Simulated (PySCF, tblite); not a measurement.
# C₆H₆O₂S: vibronic structure

Wanted: vibronic structure for C₆H₆O₂S (`C=CC1=CS(=O)(=O)C=C1`).

Computed with tblite 0.8.0 and PySCF 2.14.0 and routines of our own; the level stands in each step. Atoms count from 0.

## 1. The system as given

15 atoms, charge 0, multiplicity 1; geometry from: force field or distance geometry start.

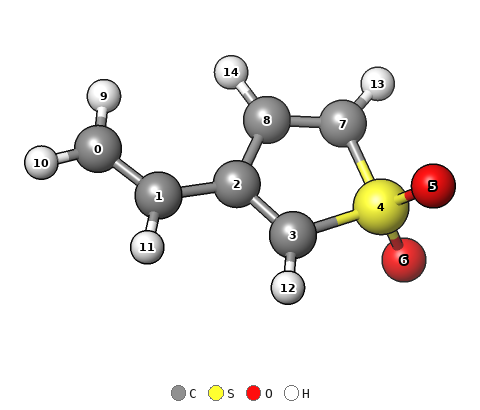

The starting geometry (carbon grey, sulfur yellow, oxygen red, hydrogen white).

## 2. Geometry optimisation with GFN2-xTB

What the job is given:

```
{"job": {"kind": "relax", "xc": "GFN2-xTB", "basis": "xTB"}, "charge": 0, "multiplicity": 1}
C      2.701500     0.470600    -0.180000
C      1.653400    -0.223400    -0.669000
C      0.293600    -0.129900    -0.202300
C     -0.678200    -0.883500    -0.762800
S     -2.213200    -0.560900    -0.016500
O     -3.085900     0.077900    -0.994000
O     -2.642800    -1.707800     0.737100
C     -1.554900     0.639100     1.049000
C     -0.238900     0.748200     0.834600
H      2.592200     1.202200     0.621100
H      3.686200     0.323400    -0.588100
H      1.854800    -0.942500    -1.458900
H     -0.586400    -1.622600    -1.526600
H     -2.166200     1.169600     1.748500
H      0.380300     1.447400     1.386000
```

Started as:

```sh
> OMP_NUM_THREADS=1 python excited_run.py task.json out
```

This one command runs all jobs of the session in turn.

Log:

```text
step      E/eV     max force
  0    -739.28034    1.602
  1    -739.34829    1.046
  2    -739.37752    0.483
  3    -739.39729    0.386
  4    -739.41646    0.322
  5    -739.42399    0.265
  6    -739.42937    0.202
  7    -739.43347    0.209
  8    -739.43738    0.199
  9    -739.43998    0.145
 10    -739.44152    0.101
 11    -739.44235    0.088
 12    -739.44306    0.087
 13    -739.44404    0.088
 14    -739.44547    0.114
 15    -739.44675    0.103
 16    -739.44783    0.080
 17    -739.44870    0.075
 18    -739.44949    0.075
 19    -739.45023    0.076
 20    -739.45096    0.067
 21    -739.45163    0.071
 22    -739.45214    0.068
 23    -739.45241    0.042
 24    -739.45253    0.023
 25    -739.45260    0.021
 26    -739.45267    0.027
 27    -739.45272    0.020
 28    -739.45275    0.014
 29    -739.45277    0.012
 30    -739.45279    0.014
 31    -739.45281    0.012
 32    -739.45282    0.007
```

Run time: 0.18 s. Hardware: 1 thread of Arm Neoverse V2, shared host.

Relaxation path:

```
step  energy from step 0 (eV)  largest force (eV/Å)
   0                   0.0000                1.6023
   1                  -0.0679                1.0458
   2                  -0.0972                0.4826
   3                  -0.1169                0.3857
   4                  -0.1361                0.3220
   5                  -0.1436                0.2646
   6                  -0.1490                0.2023
   7                  -0.1531                0.2093
   8                  -0.1570                0.1991
   9                  -0.1596                0.1450
  10                  -0.1612                0.1012
  11                  -0.1620                0.0880
  12                  -0.1627                0.0872
  13                  -0.1637                0.0884
  14                  -0.1651                0.1145
  15                  -0.1664                0.1026
  16                  -0.1675                0.0795
  17                  -0.1684                0.0751
  18                  -0.1691                0.0751
  19                  -0.1699                0.0757
  20                  -0.1706                0.0667
  21                  -0.1713                0.0711
  22                  -0.1718                0.0680
  23                  -0.1721                0.0424
  24                  -0.1722                0.0231
  25                  -0.1723                0.0207
  26                  -0.1723                0.0275
  27                  -0.1724                0.0203
  28                  -0.1724                0.0136
  29                  -0.1724                0.0116
  30                  -0.1725                0.0136
  31                  -0.1725                0.0122
  32                  -0.1725                0.0071
```

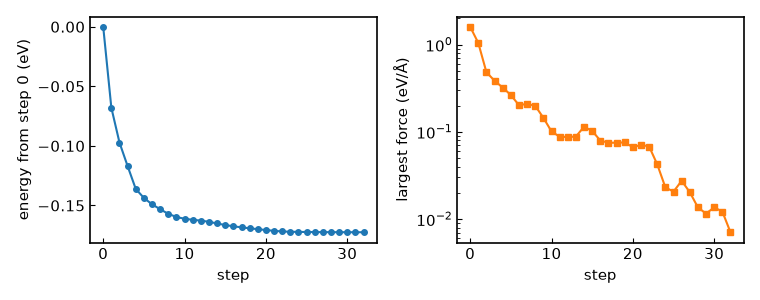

Energy and force, step by step.

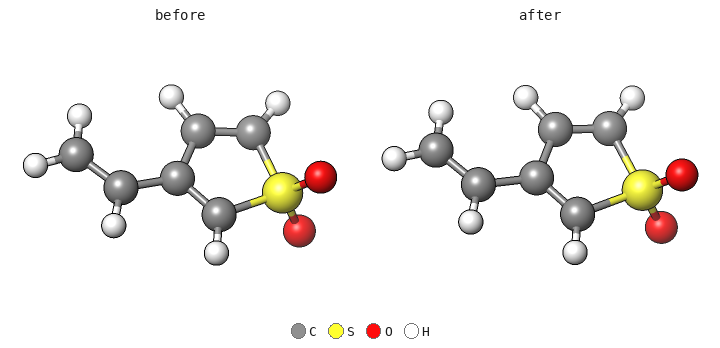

The geometry before (left) and after (right).

Distances of close pairs at the start and the end, largest changes first:

```
 bond  before (Å)  after (Å)  change (Å)
S4–C7       1.735      1.800      +0.066
C3–S4       1.737      1.792      +0.055
S4–O5       1.458      1.436      -0.021
C0–C1       1.349      1.328      -0.020
C7–C8       1.338      1.322      -0.016
C0–H9       1.090      1.076      -0.014
C2–C3       1.351      1.337      -0.014
C2–C8       1.459      1.473      +0.014
```

The next job starts from the end point, and lists it.

## 3. Infrared spectrum with GFN2-xTB

What the job is given:

```
{"job": {"kind": "ir", "xc": "GFN2-xTB", "basis": "xTB"}, "charge": 0, "multiplicity": 1}
C      2.665270     0.501436    -0.142868
C      1.675837    -0.220281    -0.657375
C      0.278740    -0.173158    -0.255577
C     -0.678516    -0.932682    -0.799191
S     -2.248865    -0.563228    -0.018845
O     -3.154472     0.051531    -0.949025
O     -2.727676    -1.688251     0.735164
C     -1.504598     0.667282     1.063946
C     -0.210163     0.729367     0.801327
H      2.522052     1.216059     0.648859
H      3.673892     0.398764    -0.504129
H      1.886496    -0.923581    -1.451860
H     -0.588530    -1.663089    -1.576668
H     -2.074748     1.221525     1.780659
H      0.480867     1.386295     1.303671
```

Log:

```text
mode    cm-1     km/mol
  1      33.3      1.09
  2      97.0      2.71
  3     150.4      1.17
  4     214.7      4.99
  5     284.5      2.91
  6     329.3     15.14
  7     388.4     60.89
  8     418.6      4.09
  9     470.2     54.07
 10     498.6      3.55
 11     542.6     44.25
 12     580.5     27.83
 13     678.6     14.67
 14     722.5     11.01
 15     733.5     12.78
 16     778.1     86.36
 17     778.2     49.17
 18     873.7     12.04
 19     875.3      0.04
 20     902.7     14.95
 21     994.6     11.41
 22    1006.8     20.73
 23    1040.5      3.19
 24    1050.7      9.56
 25    1128.9    387.23
 26    1196.3      9.26
 27    1250.3    496.05
 28    1289.5      1.23
 29    1314.1     11.48
 30    1408.3      1.31
 31    1585.3      5.48
 32    1656.6      1.11
 33    1665.3      1.09
 34    3068.5     17.69
 35    3100.1      6.02
 36    3116.6      8.54
 37    3139.5     28.79
 38    3169.8      3.02
 39    3171.3      0.91
```

It took 0.41 s on 1 thread of Arm Neoverse V2, shared host.

Which atoms move in the most intense modes:

```
cm⁻¹  km/mol                                 atoms
 388    60.9    O5 23 %, O6 23 %, S4 18 %, C7 14 %
 470    54.1    S4 19 %, O5 14 %, O6 13 %, C0 12 %
 543    44.2             S4 20 %, C1 20 %, C3 12 %
 778    86.4  C3 25 %, S4 21 %, H12 16 %, H13 13 %
 778    49.2                     H13 35 %, C2 15 %
1129   387.2             O6 30 %, O5 30 %, S4 26 %
1250   496.1             S4 43 %, O5 28 %, O6 28 %
3140    28.8                     H10 47 %, H9 41 %
```

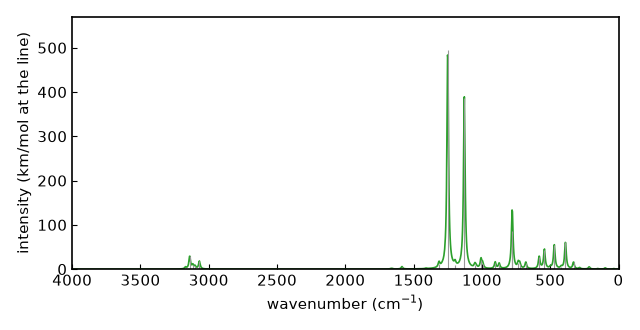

The infrared spectrum from these modes, unscaled. Lines are broadened to a width of 14 cm⁻¹ (Lorentzian).

## 4. Vibronic structure: TDDFT PBE/def2-SVP

Settings changed since step 3:

```diff
@@ -1,2 +1,2 @@
-{"job": {"kind": "ir", "xc": "GFN2-xTB", "basis": "xTB"}, "charge": 0, "multiplicity": 1}
+{"job": {"kind": "vib", "xc": "PBE", "basis": "def2-SVP", "tda": false}, "charge": 0, "multiplicity": 1}
 C      2.665270     0.501436    -0.142868
```

Method: TDDFT PBE/def2-SVP vertical-gradient vibronic structure (displaced harmonic oscillators, Condon), gas phase.

Log:

```text
final grid: 62592 points
cycle   1  E = -779.3819166003  dE =  1.987e+00  |g| = 1.286e+00  |ddm| = 4.957e+00
cycle   2  E = -776.1494573424  dE =  3.232e+00  |g| = 3.868e+00  |ddm| = 4.856e+00
cycle   3  E = -779.5506204363  dE = -3.401e+00  |g| = 7.277e-01  |ddm| = 4.257e+00
cycle   4  E = -779.6850782871  dE = -1.345e-01  |g| = 3.366e-01  |ddm| = 1.426e+00
cycle   5  E = -779.6973061465  dE = -1.223e-02  |g| = 2.676e-01  |ddm| = 5.731e-01
cycle   6  E = -779.7160760152  dE = -1.877e-02  |g| = 4.294e-02  |ddm| = 2.875e-01
cycle   7  E = -779.7163040173  dE = -2.280e-04  |g| = 3.502e-02  |ddm| = 8.008e-02
cycle   8  E = -779.7166602752  dE = -3.563e-04  |g| = 6.958e-03  |ddm| = 4.296e-02
cycle   9  E = -779.7166711234  dE = -1.085e-05  |g| = 2.889e-03  |ddm| = 1.066e-02
cycle  10  E = -779.7166723780  dE = -1.255e-06  |g| = 1.956e-03  |ddm| = 4.833e-03
cycle  11  E = -779.7166734062  dE = -1.028e-06  |g| = 3.817e-04  |ddm| = 2.373e-03
cycle  12  E = -779.7166734400  dE = -3.384e-08  |g| = 1.062e-04  |ddm| = 4.745e-04
cycle  13  E = -779.7166734421  dE = -2.096e-09  |g| = 7.432e-05  |ddm| = 2.622e-04
cycle  14  E = -779.7166734437  dE = -1.594e-09  |g| = 6.197e-06  |ddm| = 1.043e-04
cycle  15  E = -779.7166734437  dE =  1.819e-12  |g| = 7.765e-06  |ddm| = 1.127e-05
converged SCF energy = -779.7166734437

Singlet excitations (eV, f): 3.596 (0.0334)  3.830 (0.0000)  4.018 (0.0615)  4.546 (0.0045)  4.901 (0.0058)  5.027 (0.0516)

State S1  3.5964 eV  f = 0.03338  H->L 0.87
  relaxed dipole 3.601 D, largest gradient of the excitation energy 0.0754 Eh/bohr
  mode    cm-1        S   lambda/meV  Raman
   31   1585.3    1.0382     204.1   1.000
   25   1128.9    0.6015      84.2   0.294
   14    722.5    0.7363      66.0   0.147
   11    542.6    0.2890      19.4   0.033
   32   1656.6    0.0761      15.6   0.080
    9    470.2    0.2492      14.5   0.021
   24   1050.7    0.0838      10.9   0.035
    4    214.7    0.3952      10.5   0.007
    6    329.3    0.2577      10.5   0.011
   26   1196.3    0.0376       5.6   0.021
   12    580.5    0.0608       4.4   0.008
   33   1665.3    0.0192       4.0   0.020
  reorganisation energy 0.4651 eV, total S 3.982, 0-0 3.1313 eV
  absorption maximum 3.531 eV, width 0.616 eV

State S3  4.0180 eV  f = 0.06152  H-1->L 0.85, H->L+1 0.10
  relaxed dipole 1.846 D, largest gradient of the excitation energy 0.1114 Eh/bohr
  mode    cm-1        S   lambda/meV  Raman
   25   1128.9    1.0459     146.4   1.000
   11    542.6    1.9921     134.0   0.440
   31   1585.3    0.3900      76.7   0.735
    9    470.2    1.0521      61.3   0.175
   12    580.5    0.5477      39.4   0.138
    6    329.3    0.9451      38.6   0.077
    7    388.4    0.4510      21.7   0.051
   24   1050.7    0.1379      18.0   0.114
   33   1665.3    0.0865      17.9   0.180
   14    722.5    0.1131      10.1   0.044
   32   1656.6    0.0419       8.6   0.086
   23   1040.5    0.0442       5.7   0.036
  reorganisation energy 0.5862 eV, total S 6.906, 0-0 3.4318 eV
  absorption maximum 3.958 eV, width 0.616 eV

State S6  5.0274 eV  f = 0.05157  H-5->L 0.64, H->L+1 0.15, H-3->L 0.10
  relaxed dipole 1.872 D, largest gradient of the excitation energy 0.0738 Eh/bohr
  mode    cm-1        S   lambda/meV  Raman
   31   1585.3    0.5387     105.9   1.000
   25   1128.9    0.7252     101.5   0.683
    6    329.3    2.1464      87.6   0.172
    9    470.2    0.5506      32.1   0.090
    7    388.4    0.5435      26.2   0.061
   24   1050.7    0.1645      21.4   0.134
   11    542.6    0.2562      17.2   0.056
   32   1656.6    0.0823      16.9   0.167
   16    778.1    0.1301      12.5   0.058
   33   1665.3    0.0499      10.3   0.102
   18    873.7    0.0539       5.8   0.030
   14    722.5    0.0534       4.8   0.021
  reorganisation energy 0.4527 eV, total S 5.383, 0-0 4.5748 eV
  absorption maximum 4.951 eV, width 0.566 eV

State T1  2.4288 eV  f = 0.00000  H->L 0.97
  relaxed dipole 4.954 D, largest gradient of the excitation energy 0.0732 Eh/bohr
  mode    cm-1        S   lambda/meV  Raman
   31   1585.3    1.5058     296.0   1.000
   14    722.5    0.5138      46.0   0.071
   33   1665.3    0.1695      35.0   0.124
    6    329.3    0.2421       9.9   0.007
    4    214.7    0.3281       8.7   0.004
   18    873.7    0.0750       8.1   0.015
   25   1128.9    0.0489       6.8   0.016
   21    994.6    0.0494       6.1   0.013
   12    580.5    0.0735       5.3   0.007
   28   1289.5    0.0330       5.3   0.015
   24   1050.7    0.0364       4.7   0.011
   29   1314.1    0.0289       4.7   0.013
  reorganisation energy 0.4408 eV, total S 3.141, 0-0 1.9880 eV
  absorption maximum 2.386 eV, width 0.474 eV
```

Wall time 36 s (1 thread of Arm Neoverse V2, shared host); peak memory 0.78 GiB.

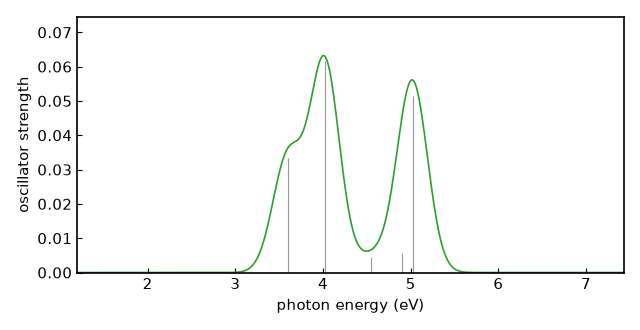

Absorption lines of the singlets. Lines are broadened to a width of 0.40 eV (Gaussian).

## 5. What came out

```
                                                                                    quantity                     value
                                                   strongest single infrared mode (GFN2-xTB)     1250 cm⁻¹, 496 km/mol
                                                                zero-point energy (GFN2-xTB)             65.3 kcal/mol
S1: vertical, reorganisation, 0-0, total S (step 4, TDDFT PBE/def2-SVP, modes from GFN2-xTB)  3.60, 0.47, 3.13 eV; 4.0
S3: vertical, reorganisation, 0-0, total S (step 4, TDDFT PBE/def2-SVP, modes from GFN2-xTB)  4.02, 0.59, 3.43 eV; 6.9
S6: vertical, reorganisation, 0-0, total S (step 4, TDDFT PBE/def2-SVP, modes from GFN2-xTB)  5.03, 0.45, 4.57 eV; 5.4
```

**Reading.** No mode is imaginary among the 39: a minimum at this level. The strongest single mode, at 1250 cm⁻¹, has its largest shares on S4, O5 and O6 (the list is cut at 3 atoms). GFN2-xTB is a fitted tight-binding method: band positions and strengths are rough. Its intensities can rank the bands wrongly. The vibronic model keeps the ground-state modes (from xTB) and shifts them along the gradient alone, so it can miss much of the relaxation that a full optimisation finds.
